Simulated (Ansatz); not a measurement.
## Glassy 58SiO2-11Na2O-13BaO-18CaO (mol %) (102 atoms) under strain

How stiff is glassy 58SiO2-11Na2O-13BaO-18CaO (mol %) (102 atoms), and how do its levels respond to strain?

Method: Kohn-Sham DFT, LDA, PAW (set soft_2), plane waves, in Ansatz 0.2.0.

### 1. Set-up

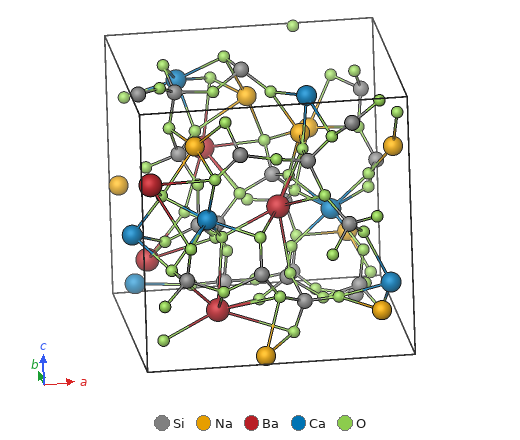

The starting structure, seen slightly off an axis (silicon grey, sodium orange, barium red, calcium blue, oxygen green). Bonds to atoms that aren't drawn are left out. Some periodic images of atoms are drawn too.

The cell holds 102 atoms: 22 Si, 8 Na, 5 Ba, 7 Ca and 60 O. Its edges and angles: a = 11.396 Å, b = 11.396 Å, c = 11.396 Å, α = 90.0°, β = 90.0°, γ = 90.0°. 102 atoms (22 Si, 8 Na, 5 Ba, 7 Ca, 60 O) placed at random at 3.02 g/cm³, melted at 4000 K for 10 ps at fixed volume with the Morse and Coulomb pair potential with partial charges (Pedone, Malavasi, Menziani, Cormack and Segre, J. Phys. Chem. B 110, 11780 (2006)). Quenched from 4000 K to 300 K at 50 K/ps and fixed volume, held 10 ps at zero pressure.

What the set-up can't give: The quench rate of 50 K/ps is many orders above laboratory rates, so the cell is likely richer in defects and strain than a real sample. The starting topology of bonds comes from the classical model, and needn't be the one that DFT or experiment would give. The Brillouin zone is sampled at Γ only. The levels lack spin–orbit coupling, which is large for the heavy elements here.

### 2. Single point at the start

A single point comes first, to see the forces before anything moves.

input.yaml reads:

```yaml
crystal:
  lattice:
    - [11.39575, 0.0, 0.0]
    - [0.0, 11.39575, 0.0]
    - [0.0, 0.0, 11.39575]
  atoms:
    - { symbol: Si, position: [0.45292, 0.57218, 0.96812] }
    - { symbol: Si, position: [0.64082, 0.91683, 0.33929] }
    - { symbol: Si, position: [0.78261, 0.10787, 0.48856] }
    - { symbol: Si, position: [0.21488, 0.61838, 0.64231] }
    - { symbol: Si, position: [0.79737, 0.04642, 0.8984] }
    - { symbol: Si, position: [0.62128, 0.2247, 0.16479] }
    - { symbol: Si, position: [0.26546, 0.48464, 0.40424] }
    - { symbol: Si, position: [0.92807, 0.83081, 0.78122] }
    - { symbol: Si, position: [0.59131, 0.49054, 0.17878] }
    - { symbol: Si, position: [0.39364, 0.8187, 0.07449] }
    - { symbol: Si, position: [0.87312, 0.73098, 0.01815] }
    - { symbol: Si, position: [0.64562, 0.1926, 0.71695] }
    - { symbol: Si, position: [0.95892, 0.67879, 0.55057] }
    - { symbol: Si, position: [0.65889, 0.89145, 0.07274] }
    - { symbol: Si, position: [0.19792, 0.53595, 0.90879] }
    - { symbol: Si, position: [0.38481, 0.11417, 0.78123] }
    - { symbol: Si, position: [0.36406, 0.71765, 0.33287] }
    - { symbol: Si, position: [0.16818, 0.08264, 0.31831] }
    - { symbol: Si, position: [0.57626, 0.73641, 0.50294] }
    - { symbol: Si, position: [0.85853, 0.48222, 0.13197] }
    - { symbol: Si, position: [0.03567, 0.31529, 0.97961] }
    - { symbol: Si, position: [0.44739, 0.08343, 0.32227] }
    - { symbol: Na, position: [0.02176, 0.90037, 0.44757] }
    - { symbol: Na, position: [0.49594, 0.7838, 0.79697] }
    - { symbol: Na, position: [0.9906, 0.41084, 0.68342] }
    - { symbol: Na, position: [0.24168, 0.32754, 0.75937] }
    - { symbol: Na, position: [0.88076, 0.99823, 0.18024] }
    - { symbol: Na, position: [0.73549, 0.89478, 0.62428] }
    - { symbol: Na, position: [0.45394, 0.08931, 0.00442] }
    - { symbol: Na, position: [0.66307, 0.5525, 0.71329] }
    - { symbol: Ba, position: [0.04666, 0.11592, 0.68727] }
    - { symbol: Ba, position: [0.34284, 0.92198, 0.56562] }
    - { symbol: Ba, position: [0.30462, 0.29109, 0.13159] }
    - { symbol: Ba, position: [0.55283, 0.38866, 0.48617] }
    - { symbol: Ba, position: [0.09769, 0.70732, 0.21329] }
    - { symbol: Ca, position: [0.08359, 0.9958, 0.03247] }
    - { symbol: Ca, position: [0.26752, 0.22502, 0.50377] }
    - { symbol: Ca, position: [0.67061, 0.37647, 0.91205] }
    - { symbol: Ca, position: [0.00364, 0.37294, 0.41804] }
    - { symbol: Ca, position: [0.94329, 0.20878, 0.22003] }
    - { symbol: Ca, position: [0.77436, 0.59717, 0.39823] }
    - { symbol: Ca, position: [0.23984, 0.82522, 0.866] }
    - { symbol: O, position: [0.56143, 0.82288, 0.60945] }
    - { symbol: O, position: [0.87601, 0.47642, 0.26862] }
    - { symbol: O, position: [0.93309, 0.73503, 0.43007] }
    - { symbol: O, position: [0.7206, 0.4767, 0.09472] }
    - { symbol: O, position: [0.87591, 0.01357, 0.54015] }
    - { symbol: O, position: [0.18074, 0.03916, 0.45259] }
    - { symbol: O, position: [0.05148, 0.8913, 0.79002] }
    - { symbol: O, position: [0.25113, 0.78205, 0.36498] }
    - { symbol: O, position: [0.33858, 0.57968, 0.32181] }
    - { symbol: O, position: [0.90625, 0.76364, 0.65521] }
    - { symbol: O, position: [0.64373, 0.33444, 0.71998] }
    - { symbol: O, position: [0.09888, 0.67341, 0.58193] }
    - { symbol: O, position: [0.74607, 0.2, 0.18089] }
    - { symbol: O, position: [0.13981, 0.49408, 0.34539] }
    - { symbol: O, position: [0.12889, 0.42167, 0.96421] }
    - { symbol: O, position: [0.66679, 0.80576, 0.41283] }
    - { symbol: O, position: [0.99631, 0.29498, 0.84971] }
    - { symbol: O, position: [0.621, 0.58454, 0.26637] }
    - { symbol: O, position: [0.40586, 0.7024, 0.98171] }
    - { symbol: O, position: [0.40232, 0.76873, 0.20782] }
    - { symbol: O, position: [0.89534, 0.73788, 0.88119] }
    - { symbol: O, position: [0.34287, 0.19867, 0.88465] }
    - { symbol: O, position: [0.90629, 0.08362, 0.96681] }
    - { symbol: O, position: [0.58632, 0.35787, 0.23432] }
    - { symbol: O, position: [0.45242, 0.73204, 0.43838] }
    - { symbol: O, position: [0.94439, 0.84139, 0.06547] }
    - { symbol: O, position: [0.69934, 0.15, 0.59157] }
    - { symbol: O, position: [0.89669, 0.61362, 0.09622] }
    - { symbol: O, position: [0.70208, 0.99362, 0.99078] }
    - { symbol: O, position: [0.91303, 0.54674, 0.54025] }
    - { symbol: O, position: [0.07383, 0.00834, 0.24626] }
    - { symbol: O, position: [0.48722, 0.51577, 0.09221] }
    - { symbol: O, position: [0.83024, 0.93458, 0.81011] }
    - { symbol: O, position: [0.51844, 0.8794, 0.05538] }
    - { symbol: O, position: [0.33725, 0.50237, 0.91082] }
    - { symbol: O, position: [0.62273, 0.61594, 0.53299] }
    [... 18 atom lines left out ...]
    - { symbol: O, position: [0.08921, 0.21491, 0.05117] }
    - { symbol: O, position: [0.17099, 0.64394, 0.98233] }
    - { symbol: O, position: [0.11337, 0.32821, 0.57526] }
    - { symbol: O, position: [0.28055, 0.89034, 0.04751] }
    - { symbol: O, position: [0.68012, 0.90767, 0.20549] }
    - { symbol: O, position: [0.72876, 0.77393, 0.03619] }
kpoints:
  mp_grid: { grid: [1, 1, 1] }
hamiltonian:
  xc: lda
scf:
  occupations: { method: fixed }
output:
  forces: true
```

Launch:

```
$ ansatz run input.yaml --threads 4 --pin off --max-ram 8192MiB --backend cpu --events-out ev --progress --plain --runs-dir out
```

Output:

```text
Engine: ansatz 0.2.0, aarch64-unknown-linux-gnu
Pseudopotentials: kind: paw
Pseudopotential: Si, paw, valence charge 4, recommended cutoff 420 eV (normal), Si.paw.azcp
Pseudopotential: Na, paw, valence charge 9, recommended cutoff 420 eV (normal), Na.paw.azcp
Pseudopotential: Ba, paw, valence charge 10, recommended cutoff 420 eV (normal), Ba.paw.azcp
Pseudopotential: Ca, paw, valence charge 10, recommended cutoff 420 eV (normal), Ca.paw.azcp
Pseudopotential: O, paw, valence charge 6, recommended cutoff 420 eV (normal), O.paw.azcp
[... 3 lines on functional and potentials left out ...]
Crystal: 102 atoms, lattice volume = 1479.888 Å³
Basis set: ecut = 420 eV, 28887 PW (Γ)
Bands: 422, of which v1, the nominal top of the filled ones, is band 320 counted from 1 (319 counted from 0)
Symmetry: 1 space group operations
Space group: P1 (ITA 1), of the structure as read, at distance tolerance 1.1e-4 Å
k-points: 1
[... 16 lines on functional and potentials left out ...]
Initial density: superposition of atomic densities (neutral atoms: chi_scale 0, normalization atom), corrected by the library's trained network
Initial wavefunctions: pseudopotential atomic-orbital guess
Functional: x = slater, c = lda
SCF iter   1: F=—  HF=-99868.614536 eV  |F-HF|=—  |Δ(HF+E_count)|=         —  Δρ=1.34e-2  dr2=2.45e0  ethr=1.77e-3  ⟨swp⟩=6.0  Hψ=1430  notcnv=0  defer=99
preconditioner: auto → Resta (q_TF=auto, 2.373 Å⁻¹)  ε∞=3.1  [insulator: Δε(μ)=2.539 eV  Ē_g=16.312 eV  n_scr=340 (ndim 8)  ℏωp=23.6 eV  f_vac=0.120  ε∞_Penn≈3.1]
SCF iter   2: F=—  HF=-99867.961615 eV  |F-HF|=—  |Δ(HF+E_count)|=   6.53e-1  Δρ=4.31e-3  dr2=1.25e-1  ethr=3.83e-4  ⟨swp⟩=2.0  Hψ=654  notcnv=0  defer=99
SCF iter   3: F=—  HF=-99867.928304 eV  |F-HF|=—  |Δ(HF+E_count)|=   3.33e-2  Δρ=1.73e-3  dr2=3.40e-2  ethr=1.95e-5  ⟨swp⟩=3.0  Hψ=550  notcnv=0  defer=97
automatic band count: iteration 3 solves 419 bands in place of 422: the levels show a gap, and the empty bands left out lie too high to hold charge; the band table lists the bands solved (type scf.n_extra_bands for more)
SCF iter   4: F=—  HF=-99867.922704 eV  |F-HF|=—  |Δ(HF+E_count)|=   5.60e-3  Δρ=1.08e-3  dr2=1.57e-2  ethr=5.31e-6  ⟨swp⟩=3.0  Hψ=524  notcnv=0  defer=97
SCF iter   5: F=—  HF=-99867.919062 eV  |F-HF|=—  |Δ(HF+E_count)|=   3.64e-3  Δρ=2.32e-4  dr2=9.20e-4  ethr=2.45e-6  ⟨swp⟩=3.0  Hψ=524  notcnv=0  defer=97
SCF iter   6: F=—  HF=-99867.919040 eV  |F-HF|=—  |Δ(HF+E_count)|=   2.23e-5  Δρ=1.10e-4  dr2=2.03e-4  ethr=1.44e-7  ⟨swp⟩=2.0  Hψ=623  notcnv=0  defer=96
SCF iter   7: F=—  HF=-99867.919079 eV  |F-HF|=—  |Δ(HF+E_count)|=   3.96e-5  Δρ=3.55e-5  dr2=2.24e-5  ethr=3.16e-8  ⟨swp⟩=3.0  Hψ=522  notcnv=0  defer=95
SCF iter   8: F=—  HF=-99867.919094 eV  |F-HF|=—  |Δ(HF+E_count)|=   1.49e-5  Δρ=1.61e-5  dr2=3.92e-6  ethr=3.50e-9  ⟨swp⟩=2.0  Hψ=622  notcnv=0  defer=95
SCF iter   9: F=—  HF=-99867.919095 eV  |F-HF|=—  |Δ(HF+E_count)|=   5.90e-7  Δρ=6.27e-6  dr2=7.13e-7  ethr=6.12e-10  ⟨swp⟩=2.0  Hψ=601  notcnv=0  defer=95
SCF iter  10: F=—  HF=-99867.919095 eV  |F-HF|=—  |Δ(HF+E_count)|=   2.96e-7  Δρ=2.50e-6  dr2=1.21e-7  ethr=1.11e-10  ⟨swp⟩=2.0  Hψ=622  notcnv=0  defer=95
SCF iter  11: F=-99867.919095 eV  HF=-99867.919095 eV  |F-HF|=1.60e-8  |Δ(HF+E_count)|=   5.24e-8  Δρ=1.61e-6  dr2=3.72e-8  ethr=1.56e-11  ⟨swp⟩=4.0  Hψ=1243  notcnv=0
SCF 1 converged in 11 iterations: F = -99867.919095 eV  dr2 = 3.72e-8
  greatest PAW one-centre occupation: 0.999 electrons in one spin orbital (limit 2), on the Na atom at site 24 (counted from 0), in its partial waves of l = 0
SCF converged after 11 iterations
Free energy (F): -99867.919095 eV
Harris-Foulkes:  -99867.919095 eV  (|F-HF|=1.60e-8)
Internal energy: -99867.919095 eV  (E = F + TS)
E sigma→0 (E₀):  -99867.919095 eV
Fermi energy:    4.832490 eV
--- Per-component energies (eV) ---
  E_band       = -4342.331035
  E_kinetic    = 15387.142590
  E_local      = -46647.353427  (includes V_loc(G=0)·N_el)
  E_nonlocal   = 5275.860836
  E_hartree    = 16961.184884
  E_xc         = -7698.618662
  E_vxc        = -8972.063127  (∫ρ·V_xc dr)
  E_paw        = -52535.683546  (= ΣΔE_a)
  E_vpaw       = -3308.445961  (= ΣTr[D̂ρ^β])
  E_aug_tail   = 0.155162  (compensation charges beyond the density's cutoff)
  E_ewald      = -30622.799358
  E_core_change = 12.192424  (= ΣΔE_core)
  E_smearing   = -0.000000  (= −TS)
  E_closure    = 0.000000  (closes the sum)
  Σ components = -99867.919095   (vs F -99867.919095, Δ=0.00e0)
--- Forces (eV/Å), atoms counted from 1 ---
  atom   1  Si    -0.45246295    -1.69331189    -1.95118828
  atom   2  Si     0.01263788     3.48954359     0.16934418
  atom   3  Si     3.50510689    -0.78461812    -1.43173975
  atom   4  Si    -0.88679285     0.42660379     1.09255970
  atom   5  Si    -1.17119709    -0.84931569    -1.27419268
  atom   6  Si    -3.84171048     3.33075541     1.11077308
  atom   7  Si    -0.69848309     2.45312106    -0.18306866
  atom   8  Si    -0.49500978     0.35885058    -0.06965436
  atom   9  Si     3.28582226    -2.46270754    -0.88191603
  atom  10  Si     1.06786272    -2.75371542     1.98783491
  atom  11  Si    -2.34627971     2.46231528     1.23660994
  atom  12  Si     1.63121335     1.29008663    -1.20500732
  atom  13  Si     1.92047459    -1.41548245     1.09832357
  atom  14  Si    -0.41544359    -2.54108769    -2.29264842
[...]
atom 101  O      1.38625205     0.66964858     2.02070773
  atom 102  O      1.10538447    -1.18974406    -0.41119752
  max |Σ_I F_I| component: 1.25e-4 eV/Å
```

It took 23 s on 4 threads of Arm Neoverse V1, shared host; peak memory 1.8 GiB; 86 s of CPU time.

The r.m.s. force at the start is 1.3 eV/Å.

[end of part 1 of 4]

[Logs are printed without paths, hosts, clocks, repeated set-up lines and the standing remarks that a program may print on its own settings, such as how far it seeks lower states.]

[Hosts, paths, dates, database ids (printed as entryN), source tags and the programs' standing remarks are cut or masked in the printed files.]
